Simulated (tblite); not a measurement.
Geometry relaxation of C4H12NSSi (part 1 of 3)

- system: C4H12NSSi, multiplicity 2
- method: GFN2-xTB geometry optimisation, gas phase (tblite 0.8.0)

It belongs to a series of runs on one base structure; here: H added to sp2 C.

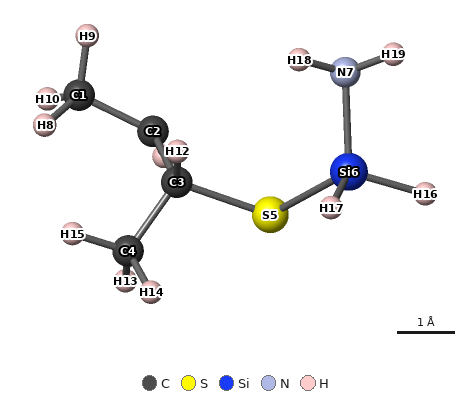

Figure 1. The structure as given in the input (ball-and-stick view, seen at a tilt; atoms are numbered from 1 in the order of the input).

### Input
```
{"job": {"kind": "relax", "xc": "GFN2-xTB", "basis": "xTB"}, "charge": 0, "multiplicity": 2}
C     -2.035600     0.867700    -1.530900
C     -1.082300    -0.204500    -1.180400
C     -0.550100    -0.154600     0.245300
C     -1.619200    -0.420000     1.276100
S      0.651200    -1.508400     0.373900
Si     2.610600    -0.696800     0.698400
N      3.083400     0.494000    -0.542700
H     -2.474500     1.325600    -0.620700
H     -1.543200     1.586500    -2.194600
H     -2.895800     0.419400    -2.100900
H     -1.365900    -1.224100    -1.491600
H     -0.061100     0.817900     0.458900
H     -2.136200    -1.369200     1.048100
H     -1.199000    -0.540100     2.302900
H     -2.297900     0.451600     1.310500
H      3.588700    -1.804700     0.692800
H      2.594300    -0.068800     2.030400
H      2.604300     1.380200    -0.314000
H      4.118400     0.657500    -0.469200
```

The first line tells a small driver script what to run in tblite; the rest is the geometry in Å.

Hardware: 1 CPU thread, shared host.

Run as:
```bash
OMP_NUM_THREADS=1 python <driver script> task.json out
```

### The program's output
```
step      E/eV     max force
  0    -612.82901    1.815
  1    -613.03057    1.169
  2    -613.13685    0.625
  3    -613.18159    0.595
  4    -613.22217    0.401
  5    -613.24250    0.433
  6    -613.26434    0.382
  7    -613.28040    0.303
  8    -613.29297    0.229
  9    -613.30299    0.230
 10    -613.31237    0.208
 11    -613.32156    0.236
 12    -613.32927    0.211
 13    -613.33447    0.150
 14    -613.33844    0.149
 15    -613.34241    0.156
 16    -613.34663    0.214
 17    -613.35117    0.195
 18    -613.35557    0.167
 19    -613.35964    0.165
 20    -613.36371    0.137
 21    -613.36803    0.166
 22    -613.37202    0.132
 23    -613.37549    0.191
 24    -613.37864    0.192
 25    -613.38207    0.120
 26    -613.38479    0.105
 27    -613.38718    0.105
 28    -613.38965    0.123
 29    -613.39285    0.146
 30    -613.39681    0.162
 31    -613.40054    0.133
 32    -613.40331    0.130
 33    -613.40570    0.131
 34    -613.40836    0.132
 35    -613.41113    0.120
 36    -613.41382    0.121
 37    -613.41638    0.124
 38    -613.41907    0.120
 39    -613.42209    0.145
 40    -613.42547    0.174
 41    -613.42897    0.165
 42    -613.43295    0.183
 43    -613.43632    0.195
 44    -613.44038    0.197
 45    -613.44446    0.128
 46    -613.44931    0.202
 47    -613.45323    0.233
 48    -613.45971    0.471
 49    -613.46605    0.183
 50    -613.47008    0.228
 51    -613.47286    0.166
 52    -613.47502    0.160
 53    -613.47888    0.148
 54    -613.48537    0.143
 55    -613.48678    0.263
 56    -613.48939    0.169
 57    -613.49161    0.207
 58    -613.49455    0.096
 59    -613.49658    0.117
 60    -613.49755    0.075
 61    -613.49966    0.090
 62    -613.50198    0.112
 63    -613.50529    0.193
 64    -613.50930    0.253
 65    -613.51130    0.511
 66    -613.51976    0.185
 67    -613.53009    0.202
 68    -613.53931    0.834
 69    -613.55174    0.387
 70    -613.56155    0.305
 71    -613.51083    1.914
 72    -613.57743    0.195
 73    -613.58491    0.240
 74    -613.57695    1.086
 75    -613.60279    0.203
 76    -613.60875    0.242
 77    -613.62359    0.330
 78    -613.63072    0.227
 79    -613.63828    0.176
 80    -613.64359    0.132
 81    -613.64912    0.162
 82    -613.65354    0.185
 83    -613.65871    0.206
 84    -613.66312    0.260
 85    -613.66732    0.198
 86    -613.67278    0.176
 87    -613.68049    0.255
 88    -613.68738    0.272
 89    -613.69216    0.175
 90    -613.69631    0.195
 91    -613.70135    0.229
 92    -613.70766    0.188
 93    -613.71479    0.246
 94    -613.71827    0.142
 95    -613.72110    0.199
 96    -613.72348    0.128
 97    -613.72586    0.115
 98    -613.72746    0.125
 99    -613.72893    0.127
100    -613.72994    0.097
101    -613.73115    0.097
102    -613.73173    0.088
103    -613.73263    0.065
104    -613.73313    0.057
105    -613.73354    0.047
106    -613.73382    0.045
107    -613.73407    0.037
108    -613.73431    0.035
109    -613.73454    0.037
110    -613.73474    0.037
111    -613.73492    0.031
112    -613.73508    0.038
113    -613.73528    0.039
114    -613.73550    0.030
115    -613.73572    0.036
116    -613.73593    0.036
117    -613.73616    0.037
118    -613.73654    0.056
119    -613.73718    0.070
120    -613.73809    0.068
121    -613.73906    0.060
122    -613.73983    0.053
123    -613.74032    0.046
124    -613.74085    0.052
125    -613.74161    0.069
126    -613.74249    0.096
127    -613.74332    0.094
128    -613.74403    0.106
129    -613.74451    0.087
130    -613.74493    0.040
131    -613.74526    0.058
132    -613.74589    0.072
133    -613.74633    0.094
134    -613.74682    0.052
135    -613.74718    0.064
136    -613.74747    0.044
137    -613.74770    0.062
138    -613.74799    0.057
139    -613.74850    0.070
140    -613.74954    0.087
141    -613.75069    0.085
142    -613.75188    0.077
143    -613.75262    0.110
144    -613.75304    0.096
145    -613.75370    0.051
146    -613.75409    0.039
147    -613.75465    0.065
148    -613.75530    0.076
149    -613.75620    0.076
150    -613.75714    0.073
151    -613.75800    0.075
152    -613.75872    0.115
153    -613.75615    0.277
154    -613.76005    0.072
155    -613.76071    0.069
156    -613.76256    0.110
157    -613.76327    0.069
158    -613.76435    0.056
159    -613.76554    0.054
160    -613.76611    0.053
161    -613.76655    0.050
162    -613.76704    0.045
163    -613.76744    0.045
164    -613.76772    0.042
165    -613.76798    0.041
166    -613.76818    0.030
167    -613.76831    0.022
168    -613.76842    0.023
169    -613.76853    0.025
170    -613.76874    0.035
171    -613.76897    0.035
172    -613.76918    0.032
173    -613.76933    0.034
174    -613.76943    0.024
175    -613.76952    0.023
176    -613.76961    0.023
177    -613.76968    0.024
178    -613.76977    0.026
179    -613.76987    0.021
180    -613.76997    0.020
181    -613.77002    0.016
182    -613.77005    0.013
183    -613.77007    0.012
184    -613.77010    0.009
```

### Trajectory as extended XYZ (Å, eV, eV/Å), 25 of the 185 frames kept, from step=0 to step=184
```
19
Properties=species:S:1:pos:R:3:forces:R:3 step=0 energy=-612.82901
C    -2.0356    0.8677   -1.5309   -1.0340  -0.3970  -0.6420
C    -1.0823   -0.2045   -1.1804   -0.6530  -0.6600   1.5590
C    -0.5501   -0.1546    0.2453    0.3960   0.4690  -1.1340
C    -1.6192   -0.4200    1.2761   -0.5530  -0.0510   1.0340
S     0.6512   -1.5084    0.3739    0.8540  -0.7230   0.0780
Si    2.6106   -0.6968    0.6984    0.5620   0.3480  -0.4180
N     3.0834    0.4940   -0.5427    0.5930   0.0380   1.4750
H    -2.4745    1.3256   -0.6207    0.4790   0.1750  -0.6670
H    -1.5432    1.5865   -2.1946   -0.2940   0.2250   0.3210
H    -2.8958    0.4194   -2.1009    0.7310   0.5110   0.3150
H    -1.3659   -1.2241   -1.4916    0.5390   0.6110   0.0040
H    -0.0611    0.8179    0.4589   -0.1310  -0.4130  -0.1610
H    -2.1362   -1.3692    1.0481    0.0270   0.6460   0.0280
H    -1.1990   -0.5401    2.3029   -0.0710   0.1440  -0.7670
H    -2.2979    0.4516    1.3105    0.0030  -0.6560  -0.0150
H     3.5887   -1.8047    0.6928   -0.4720   0.3040  -0.1170
H     2.5943   -0.0688    2.0304   -0.0650  -0.0590  -0.0410
H     2.6043    1.3802   -0.3140    0.5080  -0.4850  -0.5450
H     4.1184    0.6575   -0.4692   -1.4200  -0.0260  -0.3080
19
Properties=species:S:1:pos:R:3:forces:R:3 step=8 energy=-613.29297
C    -2.0700    0.8590   -1.5428    0.0520   0.0180  -0.0060
C    -1.1891   -0.2447   -1.0800   -0.0380   0.1150  -0.0910
C    -0.5370   -0.1926    0.2455   -0.1350   0.0420  -0.1390
C    -1.6109   -0.4253    1.3183    0.0150  -0.0230  -0.0050
S     0.7157   -1.5610    0.3528    0.0580   0.0570  -0.0100
Si    2.6337   -0.6784    0.7588    0.0470   0.1090  -0.0470
N     3.0922    0.5044   -0.4190   -0.0210  -0.0300   0.1190
H    -2.4652    1.4258   -0.6923   -0.0410  -0.1190  -0.1110
H    -1.5534    1.6037   -2.1656    0.0940  -0.2070  -0.0010
H    -2.8914    0.4544   -2.1385    0.0670   0.1270   0.0970
H    -1.2694   -1.2227   -1.5288    0.0120   0.1600  -0.0710
H    -0.0338    0.7653    0.4205    0.0110  -0.0890   0.0170
H    -2.1606   -1.3277    1.0596    0.0940  -0.0940   0.1870
H    -1.1560   -0.5256    2.2998   -0.0710  -0.0300   0.0300
H    -2.3255    0.3974    1.3185    0.1280   0.0420   0.0920
H     3.5510   -1.8078    0.6528   -0.1250   0.1570   0.0060
H     2.5701   -0.0751    2.0951   -0.0430  -0.1010   0.0410
H     2.6088    1.3919   -0.4240    0.0000  -0.1110  -0.0850
H     4.0810    0.6682   -0.5381   -0.1030  -0.0220  -0.0250
19
Properties=species:S:1:pos:R:3:forces:R:3 step=15 energy=-613.34241
C    -2.0666    0.8707   -1.5554    0.0230  -0.0020   0.0080
C    -1.2169   -0.2444   -1.0739   -0.0300   0.0060  -0.0550
C    -0.5485   -0.2162    0.2436   -0.1060   0.0750  -0.0860
C    -1.5948   -0.4399    1.3444    0.0120  -0.0230   0.1010
S     0.7300   -1.5554    0.3230   -0.0980  -0.0830  -0.0350
Si    2.6128   -0.6455    0.7992    0.0490   0.0120  -0.1120
N     3.0863    0.5197   -0.3736   -0.0400  -0.0070  -0.0350
H    -2.4793    1.4487   -0.7258    0.0990   0.0220  -0.0290
H    -1.4922    1.5636   -2.1847   -0.0550  -0.0110   0.0230
H    -2.8985    0.4961   -2.1555    0.1280   0.0100   0.0060
H    -1.2321   -1.1792   -1.6035    0.0320  -0.0170  -0.0310
H    -0.0277    0.7321    0.4142   -0.0600   0.0360   0.0340
H    -2.1402   -1.3585    1.1403    0.0040   0.0170   0.0010
H    -1.1361   -0.5285    2.3235    0.1280   0.0230   0.0690
H    -2.2941    0.3955    1.3598    0.0130  -0.0570  -0.0020
H     3.5139   -1.7693    0.6420    0.0520  -0.0050   0.0520
H     2.5370   -0.1160    2.1599   -0.0540   0.0200   0.0490
H     2.5753    1.3760   -0.5086   -0.0480  -0.0070  -0.0160
H     4.0620    0.6596   -0.5765   -0.0510  -0.0100   0.0590
19
Properties=species:S:1:pos:R:3:forces:R:3 step=23 energy=-613.37549
C    -2.0316    0.8909   -1.5762   -0.0190   0.0020  -0.0500
C    -1.2429   -0.2554   -1.0803    0.0020   0.0610   0.0680
C    -0.5838   -0.2338    0.2375    0.0480   0.0510  -0.0070
C    -1.5590   -0.4599    1.3981   -0.0610  -0.0180   0.0370
S     0.7036   -1.5633    0.2753   -0.0100  -0.1890  -0.0290
Si    2.5653   -0.6464    0.7990    0.0650   0.0410  -0.0950
N     3.0258    0.5164   -0.3786    0.0600  -0.0740  -0.0230
H    -2.4172    1.4934   -0.7535   -0.0050  -0.0100  -0.0290
H    -1.4414    1.5578   -2.2160    0.0740   0.0030  -0.0020
H    -2.8579    0.5302   -2.1875   -0.0640   0.0580   0.0220
H    -1.1703   -1.1435   -1.6787   -0.0030  -0.0470   0.0070
H    -0.0871    0.7259    0.4127    0.1120   0.0760  -0.0390
H    -2.1003   -1.3886    1.2471    0.0050  -0.0650   0.0250
H    -1.0244   -0.5099    2.3445    0.0070  -0.0070  -0.0300
H    -2.2733    0.3600    1.4381   -0.0240   0.0030   0.0170
H     3.5257   -1.7271    0.6863   -0.0120  -0.0320   0.0020
H     2.4518   -0.1513    2.1682   -0.0600   0.0970   0.0640
H     2.5030    1.3472   -0.5900   -0.1340   0.0170   0.0280
H     4.0041    0.6667   -0.5535    0.0190   0.0330   0.0310
19
Properties=species:S:1:pos:R:3:forces:R:3 step=31 energy=-613.40054
C    -1.9985    0.9146   -1.6000   -0.0340   0.0470   0.0250
C    -1.2667   -0.2553   -1.0735    0.0150  -0.0140   0.0690
C    -0.5859   -0.2443    0.2339    0.0650  -0.0460   0.0350
C    -1.5155   -0.4773    1.4333   -0.0700  -0.0160   0.0470
S     0.6836   -1.6067    0.2370    0.0000   0.0050  -0.0330
Si    2.5244   -0.6580    0.7895    0.0340   0.0270  -0.0820
N     2.9781    0.4875   -0.4116    0.0110   0.0060   0.0380
H    -2.3637    1.5454   -0.7942    0.0100   0.0770   0.1080
H    -1.3639    1.5388   -2.2392    0.0500   0.0150  -0.0500
H    -2.8502    0.6062   -2.2059    0.0370  -0.0640  -0.0270
H    -1.1398   -1.1215   -1.6943   -0.0820  -0.0670  -0.0380
H    -0.0559    0.7057    0.3931   -0.0210  -0.0190   0.0030
H    -2.0362   -1.4254    1.3335    0.0710  -0.0770  -0.0740
H    -0.9359   -0.4993    2.3545   -0.0140   0.0280  -0.0270
H    -2.2673    0.3066    1.5040    0.0630   0.0900  -0.0460
H     3.5176   -1.7122    0.7302   -0.0240  -0.0260   0.0300
H     2.3291   -0.1101    2.1327   -0.0100   0.0370   0.0330
H     2.3878    1.2757   -0.6231   -0.0040  -0.0160  -0.0430
H     3.9492    0.7390   -0.5074   -0.0950   0.0120   0.0320
19
Properties=species:S:1:pos:R:3:forces:R:3 step=38 energy=-613.41907
C    -1.9637    0.9408   -1.5922   -0.0020  -0.0030  -0.0270
C    -1.2872   -0.2571   -1.0549    0.0780  -0.0320   0.0020
C    -0.5724   -0.2665    0.2330    0.1030  -0.0310  -0.0060
C    -1.4807   -0.4957    1.4461    0.0190  -0.0050   0.0090
S     0.6862   -1.6421    0.1958   -0.0470   0.0860  -0.0110
Si    2.4969   -0.6635    0.7848   -0.0200   0.0390  -0.1010
N     2.9372    0.4765   -0.4282   -0.0550   0.0450   0.0390
H    -2.3049    1.6038   -0.7991    0.0170   0.0070   0.0200
H    -1.3041    1.5187   -2.2497    0.0740   0.0570   0.0010
H    -2.8122    0.6402   -2.2049   -0.0720   0.0240   0.0230
H    -1.1984   -1.1196   -1.6904   -0.0630  -0.0620   0.0490
H    -0.0320    0.6773    0.3909   -0.0010  -0.0030  -0.0370
H    -1.9595   -1.4674    1.3494   -0.0750   0.0820   0.0450
H    -0.8949   -0.4832    2.3638    0.0070  -0.0290  -0.0320
H    -2.2306    0.2935    1.5044   -0.0220  -0.1110  -0.0410
H     3.4894   -1.7183    0.7813    0.0210   0.0140   0.0300
H     2.2425   -0.0611    2.0938    0.0080  -0.0160   0.0810
H     2.2951    1.2147   -0.6768    0.0450  -0.0740  -0.0500
H     3.8834    0.8185   -0.4547   -0.0160   0.0100   0.0050
19
Properties=species:S:1:pos:R:3:forces:R:3 step=46 energy=-613.44931
C    -1.8903    0.9765   -1.5865   -0.0060  -0.0220  -0.0100
C    -1.2813   -0.2603   -1.0553   -0.0640  -0.0550   0.0690
C    -0.5428   -0.2909    0.2130    0.0520  -0.0630   0.0010
C    -1.4286   -0.5279    1.4436   -0.0220   0.0150  -0.0330
S     0.7016   -1.6734    0.1218   -0.0550   0.0320   0.0210
Si    2.4528   -0.6539    0.7837    0.0250   0.0540  -0.0760
N     2.8773    0.4903   -0.4252   -0.0110   0.0950  -0.0610
H    -2.1768    1.6640   -0.7886    0.0530  -0.0410   0.0030
H    -1.1978    1.5142   -2.2452   -0.0230   0.0240  -0.0450
H    -2.7732    0.7225   -2.1706    0.0000   0.0910  -0.0570
H    -1.3695   -1.1767   -1.6116   -0.0490   0.0210   0.0240
H     0.0074    0.6495    0.3624   -0.0680  -0.0630   0.0020
H    -1.9058   -1.5042    1.3878    0.0620   0.0250  -0.0460
H    -0.8289   -0.4813    2.3526   -0.0760   0.0120  -0.0640
H    -2.2037    0.2368    1.4691    0.0180   0.0010   0.1100
H     3.4558   -1.6886    0.8812    0.1240  -0.0240  -0.0280
H     2.1430   -0.0382    2.0693   -0.0470   0.0220   0.1740
H     2.1804    1.0992   -0.8335    0.1370  -0.1440   0.0360
H     3.7704    0.9519   -0.3756   -0.0490   0.0180  -0.0180
```
